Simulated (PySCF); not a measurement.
# CHCl2NO2S (triplet): EPR parameters at several levels of theory

How much do the EPR parameters of CHCl2NO2S (triplet) (`[N]S(=O)(=O)C(Cl)Cl`) depend on the level of theory, and what does each level cost?

The runs use PySCF 2.14.0, with density-fitted response routines of our own; the level of theory stands in each step. All values are computed, except where a source is named. Atoms count from 0, in the outputs and in this text.

## Step 1: The starting structure

8 atoms, charge 0, multiplicity 3; geometry from: GFN2-xTB.

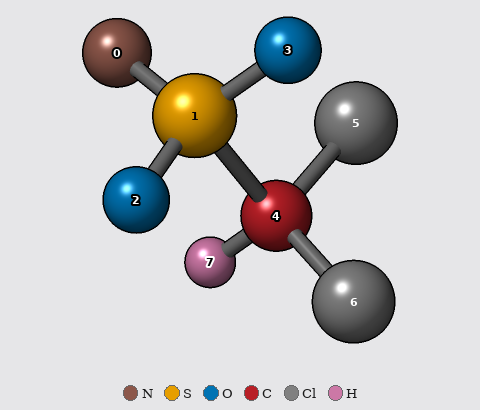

As it starts; nitrogen brown, sulfur amber, oxygen blue, carbon red, chlorine grey, hydrogen pink, atoms numbered; sticks join atoms by distance.

## Step 2: Relaxing the molecule at PBE0-D3(BJ)/def2-SVP

The job: settings as JSON, then the geometry in Å.

```
{"job": {"xc": "PBE0", "basis": "def2-SVP", "d3": "d3bj", "grid": 2, "kind": "geom"}, "charge": 0, "multiplicity": 3}
N     -1.647870     1.259630    -0.715750
S     -1.160460    -0.102290    -0.187170
O     -1.382210    -1.202450    -1.078430
O     -1.235870    -0.304170     1.226630
C      0.788060     0.239630    -0.451280
Cl     1.177850     1.485210     0.649640
Cl     1.411020    -1.306270    -0.069080
H      0.923530     0.515500    -1.494510
```

Log:

```text
step   0  E = -1560.96089623  max force = 0.056466
step   1  E = -1560.97473775  max force = 0.043618
step   2  E = -1560.98317090  max force = 0.015416
step   3  E = -1560.98485882  max force = 0.009450
step   4  E = -1560.98517169  max force = 0.005088
step   5  E = -1560.98526717  max force = 0.001143
step   6  E = -1560.98531861  max force = 0.002253
step   7  E = -1560.98536403  max force = 0.003255
step   8  E = -1560.98539116  max force = 0.002435
step   9  E = -1560.98540458  max force = 0.000941
step  10  E = -1560.98540867  max force = 0.000476
step  11  E = -1560.98540966  max force = 0.000185
optimisation converged
```

It took 91 s on 4 threads of AMD EPYC 7R13 (Zen 3), shared host.

Step by step:

```tsv
step	energy from step 0 (eV)	largest force component (eV/Å)
0	0.0000	2.9036
1	-0.3766	2.2429
2	-0.6061	0.7927
3	-0.6521	0.4859
4	-0.6606	0.2616
5	-0.6632	0.0588
6	-0.6646	0.1159
7	-0.6658	0.1674
8	-0.6665	0.1252
9	-0.6669	0.0484
10	-0.6670	0.0245
11	-0.6670	0.0095
```

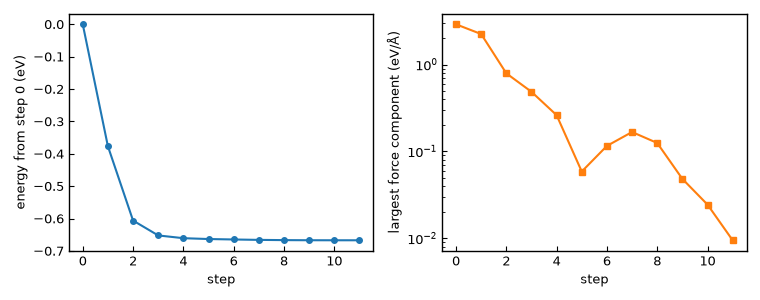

Energy and largest force along the relaxation.

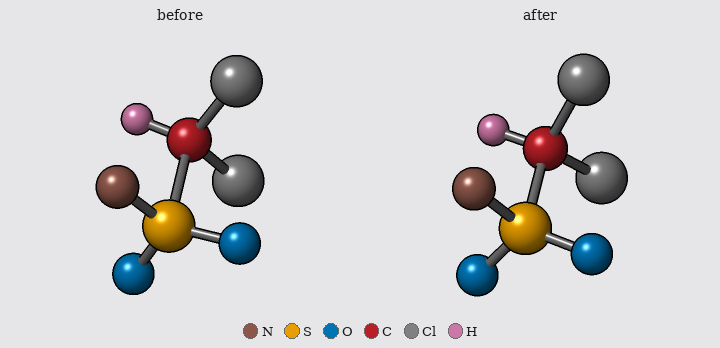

The geometry before (left) and after (right).

Distances of close pairs at the start and the end, largest changes first:

```tsv
bond	before (Å)	after (Å)	change (Å)
N0–S1	1.540	1.705	+0.165
S1–C4	1.996	1.845	-0.151
C4–Cl5	1.707	1.753	+0.045
C4–Cl6	1.710	1.751	+0.042
S1–O2	1.433	1.451	+0.018
S1–O3	1.430	1.448	+0.018
C4–H7	1.088	1.099	+0.011
```

The final coordinates are the input of the step that follows.

```tsv
at the end point	value
point group (found at 0.08 Å tolerance)	C1
rotational constants (GHz, main isotopes)	1.993, 1.451, 1.025
dipole moment (D)	2.82
⟨S²⟩	2.008
```

## Step 3: g tensor and hyperfine couplings: B3LYP/pcH-2

The job: settings as JSON, then the geometry in Å.

```
{"job": {"kind": "epr", "xc": "B3LYP", "basis": "pcH-2"}, "charge": 0, "multiplicity": 3}
N     -1.696093     1.366397    -0.621432
S     -1.060329    -0.155539    -0.188327
O     -1.453828    -1.088853    -1.227600
O     -1.345381    -0.372334     1.214560
C      0.742175     0.172744    -0.405240
Cl     1.194997     1.586067     0.527232
Cl     1.591890    -1.287633     0.056249
H      0.900620     0.363941    -1.475392
```

Level: UKS B3LYP, pcH-2 on C Cl H N O S, non-relativistic, mean-field spin-orbit, GIAO.

Log:

```text
UKS, coarse grid
  cycle   1  E = -1562.19439809  |g| = 9.85e-01
  cycle   2  E = -1558.25730819  |g| = 3.08e+00
  cycle   3  E = -1562.44790208  |g| = 4.39e-01
  cycle   4  E = -1562.52260963  |g| = 2.38e-01
  cycle   5  E = -1562.54740029  |g| = 5.56e-02
  cycle   6  E = -1562.54853522  |g| = 2.99e-02
  cycle   7  E = -1562.54895666  |g| = 8.16e-03
  cycle   8  E = -1562.54898899  |g| = 5.19e-03
  cycle   9  E = -1562.54899881  |g| = 3.36e-03
  cycle  10  E = -1562.54900358  |g| = 9.53e-04
UKS, final grid
  cycle   1  E = -1562.54898946  |g| = 1.27e-03
  cycle   2  E = -1562.54898785  |g| = 2.63e-03
  cycle   3  E = -1562.54899051  |g| = 3.77e-04
  cycle   4  E = -1562.54899061  |g| = 2.37e-04
  cycle   5  E = -1562.54899071  |g| = 1.48e-04
  cycle   6  E = -1562.54899073  |g| = 2.03e-05
  cycle   7  E = -1562.54899073  |g| = 9.16e-06
E = -1562.54899073 Eh   <S^2> = 2.0080 (exact 2.0000)
g shifts (ppm)      1          2          3
  rmc          -229       -229       -229
  gc             35         25         24
  oz_so          24        737       1969
  total        -170        533       1764
hyperfine (MHz)  atom isotope    a_iso     a_fc   dipolar eigenvalues
    0   14N      17.41      17.52    -45.24     22.43     22.81
    1   33S     -12.43     -12.48     -0.53      0.24      0.28
    2   17O      -2.26      -2.24    -14.50      5.12      9.38
    3   17O      -1.62      -1.62    -13.58      4.83      8.74
    4   13C       3.19       3.20     -1.27     -1.10      2.37
    5  35Cl       1.84       1.82     -2.40     -2.03      4.43
    6  35Cl      -0.02      -0.08     -2.59     -1.98      4.58
    7    1H      -0.20      -0.21     -3.01     -2.77      5.78
zero-field splitting (cm-1)  D = 1.5963  E = 0.0027  (spin-spin 1.4335, spin-orbit 0.1759)
```

Wall time 2.6 min (4 threads of AMD EPYC 7R13 (Zen 3), shared host).

Principal g values 2.00215, 2.00285, 2.00408; g(iso) = 2.00303, against 2.00232 for a free electron.

Hyperfine couplings; where a row names several nuclei, a(iso) is their mean (it holds for fast rotation or exchange) and the dipolar term the largest among them:

```tsv
nuclei	isotope	a(iso) (MHz)	a(iso) (G, at g = 2.0023)	largest dipolar term (MHz)
N0	14N	17.4	6.2	-45.2
S1	33S	-12.4	-4.4	-0.5
C4	13C	3.2	1.1	2.4
O2, O3	17O	-1.9	-0.7	-14.5
Cl5, Cl6	35Cl	0.9	0.3	4.6
H7	1H	-0.2	-0.1	5.8
```

Zero-field splitting: D = 1.596 cm⁻¹ (spin-spin 1.434, spin-orbit 0.176), E = 0.003 cm⁻¹.

Mulliken spin populations:

```tsv
atom	value (e)
N0	1.82
S1	-0.04
O2	0.09
O3	0.08
C4	0.01
Cl5	0.02
Cl6	0.02
H7	0.00
```

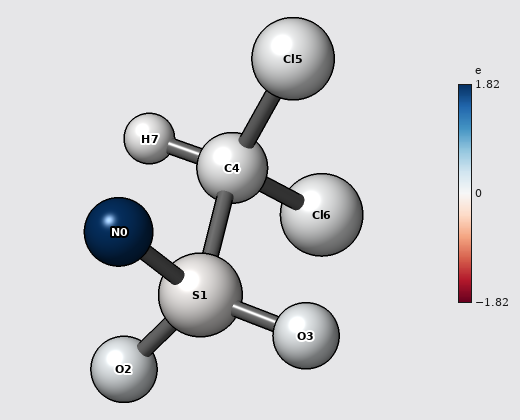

Mulliken spin populations, as colours on the atoms.

## Step 4: EPR parameters: PBE0/pcH-2

The job, as its differences from that of step 3:

```diff
@@ -1,2 +1,2 @@
-{"job": {"kind": "epr", "xc": "B3LYP", "basis": "pcH-2"}, "charge": 0, "multiplicity": 3}
+{"job": {"kind": "epr", "xc": "PBE0", "basis": "pcH-2"}, "charge": 0, "multiplicity": 3}
 N     -1.696093     1.366397    -0.621432
```

Level: UKS PBE0, pcH-2 on C Cl H N O S, non-relativistic, mean-field spin-orbit, GIAO.

Log:

```text
UKS, coarse grid
  cycle   1  E = -1561.48211976  |g| = 9.38e-01
  cycle   2  E = -1558.27438661  |g| = 2.79e+00
  cycle   3  E = -1561.72524097  |g| = 4.01e-01
  cycle   4  E = -1561.79342507  |g| = 1.91e-01
  cycle   5  E = -1561.80927523  |g| = 4.51e-02
  cycle   6  E = -1561.81004787  |g| = 2.46e-02
  cycle   7  E = -1561.81035155  |g| = 6.41e-03
  cycle   8  E = -1561.81038229  |g| = 4.27e-03
  cycle   9  E = -1561.81038977  |g| = 2.82e-03
  cycle  10  E = -1561.81039700  |g| = 9.75e-04
UKS, final grid
  cycle   1  E = -1561.81040296  |g| = 1.17e-03
  cycle   2  E = -1561.81040213  |g| = 2.28e-03
  cycle   3  E = -1561.81040410  |g| = 3.30e-04
  cycle   4  E = -1561.81040429  |g| = 2.66e-04
  cycle   5  E = -1561.81040444  |g| = 1.47e-04
  cycle   6  E = -1561.81040445  |g| = 2.67e-05
  cycle   7  E = -1561.81040445  |g| = 1.82e-05
E = -1561.81040445 Eh   <S^2> = 2.0086 (exact 2.0000)
g shifts (ppm)      1          2          3
  rmc          -224       -224       -224
  gc             35         25         23
  oz_so         -64        644       1581
  total        -253        445       1380
hyperfine (MHz)  atom isotope    a_iso     a_fc   dipolar eigenvalues
    0   14N      13.68      13.79    -45.32     22.43     22.88
    1   33S     -13.00     -13.05     -0.56      0.26      0.30
    2   17O      -1.87      -1.85    -13.20      4.66      8.54
    3   17O      -1.26      -1.27    -12.37      4.36      8.02
    4   13C       3.57       3.57     -1.28     -1.12      2.40
    5  35Cl       1.65       1.64     -1.98     -1.65      3.62
    6  35Cl      -0.05      -0.10     -2.40     -1.79      4.18
    7    1H      -0.26      -0.26     -3.06     -2.82      5.88
zero-field splitting (cm-1)  D = 1.5871  E = 0.0040  (spin-spin 1.4483, spin-orbit 0.1489)
```

Wall time 2.5 min (4 threads of AMD EPYC 7R13 (Zen 3), shared host).

In short: g(iso) 2.00284.

## Step 5: EPR parameters: PBE/pcH-2

The job, as its differences from that of step 4:

```diff
@@ -1,2 +1,2 @@
-{"job": {"kind": "epr", "xc": "PBE0", "basis": "pcH-2"}, "charge": 0, "multiplicity": 3}
+{"job": {"kind": "epr", "xc": "PBE", "basis": "pcH-2"}, "charge": 0, "multiplicity": 3}
 N     -1.696093     1.366397    -0.621432
```

Level: UKS PBE, pcH-2 on C Cl H N O S, non-relativistic, mean-field spin-orbit, GIAO.

Log:

```text
UKS, coarse grid
  cycle   1  E = -1561.38512945  |g| = 1.00e+00
  cycle   2  E = -1555.30254272  |g| = 3.66e+00
  cycle   3  E = -1561.60435564  |g| = 4.98e-01
  cycle   4  E = -1561.38030264  |g| = 8.17e-01
  cycle   5  E = -1561.71341301  |g| = 1.73e-01
  cycle   6  E = -1561.72769296  |g| = 6.55e-02
  cycle   7  E = -1561.72899249  |g| = 4.08e-02
  cycle   8  E = -1561.72953010  |g| = 2.21e-02
  cycle   9  E = -1561.72966463  |g| = 1.19e-02
  cycle  10  E = -1561.72971784  |g| = 3.15e-03
  cycle  11  E = -1561.72971918  |g| = 2.03e-03
  cycle  12  E = -1561.72972197  |g| = 4.56e-04
UKS, final grid
  cycle   1  E = -1561.72971930  |g| = 1.04e-03
  cycle   2  E = -1561.72971586  |g| = 3.07e-03
  cycle   3  E = -1561.72971967  |g| = 4.69e-04
  cycle   4  E = -1561.72971977  |g| = 4.39e-05
  cycle   5  E = -1561.72971977  |g| = 1.78e-05
E = -1561.72971977 Eh   <S^2> = 2.0063 (exact 2.0000)
g shifts (ppm)      1          2          3
  rmc          -227       -227       -227
  gc             26         33         26
  oz_so         392        843       2687
  total         191        648       2485
hyperfine (MHz)  atom isotope    a_iso     a_fc   dipolar eigenvalues
    0   14N       9.22       9.30    -43.44     21.15     22.29
    1   33S     -10.78     -10.81     -0.32      0.11      0.21
    2   17O      -1.33      -1.29    -16.80      5.89     10.91
    3   17O      -0.88      -0.88    -16.05      5.84     10.21
    4   13C       2.46       2.46     -1.20     -1.06      2.26
    5  35Cl       1.42       1.36     -3.09     -2.68      5.77
    6  35Cl       0.05      -0.06     -3.46     -2.88      6.34
    7    1H      -0.33      -0.33     -2.92     -2.65      5.57
zero-field splitting (cm-1)  D = 1.4370  E = 0.0076  (spin-spin 1.2850, spin-orbit 0.1731)
```

It took 28 s on 4 threads of AMD EPYC 7R13 (Zen 3), shared host.

In short: g(iso) 2.00343.

## Step 6: g tensor and hyperfine couplings: CAM-B3LYP/pcH-2

The job, as its differences from that of step 5:

```diff
@@ -1,2 +1,2 @@
-{"job": {"kind": "epr", "xc": "PBE", "basis": "pcH-2"}, "charge": 0, "multiplicity": 3}
+{"job": {"kind": "epr", "xc": "CAM-B3LYP", "basis": "pcH-2"}, "charge": 0, "multiplicity": 3}
 N     -1.696093     1.366397    -0.621432
```

Method: UKS CAM-B3LYP, pcH-2 on C Cl H N O S, non-relativistic, mean-field spin-orbit, GIAO.

Log:

```text
UKS, coarse grid
  cycle   1  E = -1562.05972099  |g| = 1.01e+00
  cycle   2  E = -1560.08539607  |g| = 2.40e+00
  cycle   3  E = -1562.39821184  |g| = 3.33e-01
  cycle   4  E = -1562.44722763  |g| = 1.36e-01
  cycle   5  E = -1562.45547575  |g| = 3.24e-02
  cycle   6  E = -1562.45599961  |g| = 2.30e-02
  cycle   7  E = -1562.45629586  |g| = 8.82e-03
  cycle   8  E = -1562.45637443  |g| = 4.86e-03
  cycle   9  E = -1562.45641801  |g| = 2.29e-03
  cycle  10  E = -1562.45643851  |g| = 1.28e-03
  cycle  11  E = -1562.45644630  |g| = 5.86e-04
UKS, final grid
  cycle   1  E = -1562.45643402  |g| = 4.43e-04
  cycle   2  E = -1562.45643447  |g| = 4.48e-04
  cycle   3  E = -1562.45643464  |g| = 2.42e-04
  cycle   4  E = -1562.45643496  |g| = 1.86e-04
  cycle   5  E = -1562.45643504  |g| = 5.18e-05
  cycle   6  E = -1562.45643505  |g| = 2.53e-05
E = -1562.45643505 Eh   <S^2> = 2.0081 (exact 2.0000)
g shifts (ppm)      1          2          3
  rmc          -226       -226       -226
  gc             37         23         23
  oz_so        -135        702       1597
  total        -324        499       1393
hyperfine (MHz)  atom isotope    a_iso     a_fc   dipolar eigenvalues
    0   14N      14.16      14.27    -45.90     22.67     23.23
    1   33S     -13.34     -13.39     -0.72      0.32      0.39
    2   17O      -1.84      -1.83    -12.64      4.44      8.20
    3   17O      -1.19      -1.21    -11.73      4.09      7.64
    4   13C       3.90       3.90     -1.29     -1.11      2.40
    5  35Cl       1.85       1.85     -1.92     -1.62      3.54
    6  35Cl      -0.20      -0.24     -2.07     -1.53      3.60
    7    1H      -0.11      -0.12     -3.08     -2.83      5.91
zero-field splitting (cm-1)  D = 1.6649  E = 0.0011  (spin-spin 1.4978, spin-orbit 0.1762)
```

Wall time 3.8 min (4 threads of AMD EPYC 7R13 (Zen 3), shared host).

In short: g(iso) 2.00284.

## Step 7: Side by side: EPR parameters

g, ⟨S²⟩ and isotropic hyperfine couplings (MHz), with basis size and wall time:

```tsv
run	g(iso)	⟨S²⟩	14N N0	33S S1	13C C4	17O O2 (mean)	35Cl Cl5 (mean)	functions	time
B3LYP/pcH-2	2.00303	2.008	17.4	-12.4	3.2	-1.9	0.9	417	2.6 min
PBE0/pcH-2	2.00284	2.009	13.7	-13.0	3.6	-1.6	0.8	417	2.5 min
PBE/pcH-2	2.00343	2.006	9.2	-10.8	2.5	-1.1	0.7	417	28 s
CAM-B3LYP/pcH-2	2.00284	2.008	14.2	-13.3	3.9	-1.5	0.8	417	3.8 min
```

## Step 8: What came out

| quantity | value |
| --- | --- |
| point group | C1 |
| rotational constants (main isotopes) | 1.99, 1.45, 1.02 GHz |
| D, E (B3LYP) | 1.596, 0.003 cm⁻¹ |
| g(iso) (B3LYP) | 2.00303 |
| ⟨S²⟩ | 2.008 (exact 2.00) |
| largest a(iso) (averaged by class) | 14N on N0, 17.4 MHz |

**Reading.** Single values in the summary come from the first run of each kind that ended normally (B3LYP/pcH-2), which need not be the best level. Relaxing lowered the energy by 0.667 eV in 11 steps; the close pair that moved most is N0–S1, from 1.540 to 1.705 Å. Most of the unpaired spin sits on N0 (1.82 e). The isotropic g lies 0.7 ppt above the free-electron value. The coupling of 14N on N0 runs from 9.2 (PBE/pcH-2) to 17.4 MHz (B3LYP/pcH-2).
